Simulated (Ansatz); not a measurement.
The figure comes from a scan of Hf (hcp, Mg type): a phonon pattern at M = (0.5, 0.0, 0.0) is frozen into a 4-atom cell, Q being the largest atomic displacement. Computed with r2SCAN (plane waves to 500 eV, PAW, scalar-relativistic; Ansatz, a first-principles code). k mesh 17×17×9 (Γ-centred), Fermi-Dirac smearing 0.05 eV. The energy includes the smearing's −TS. With partly filled bands, energies and forces of such displacements shift with the k mesh and the smearing. Hf is run without spin polarisation. Hf was relaxed with its symmetry unable to fall. Spin-orbit coupling is left out, though Hf is heavy. The zero of ΔE is the undisplaced structure.

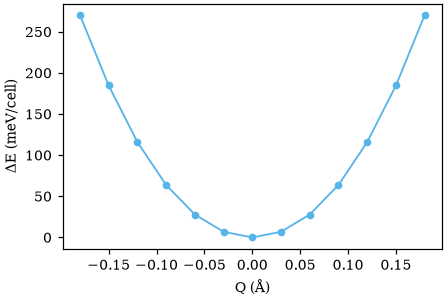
Figure: ΔE (meV/cell) against Q (Å); computed points joined by lines.

Task: Read the plotted values off the figure, to the accuracy that the plot allows.

Result: To the nearest 5:

```
Q (Å)   ΔE (meV/cell)
------  -------------
-0.180            270
-0.150            185
-0.120            115
-0.090             65
-0.060             30
-0.030              5
0.000               0
0.030               5
0.060              30
0.090              65
0.120             115
0.150             185
0.180             270
```

(A displaced cell: forces are minus the slopes of the energy, force constants its curvatures, and phonons follow from these.)
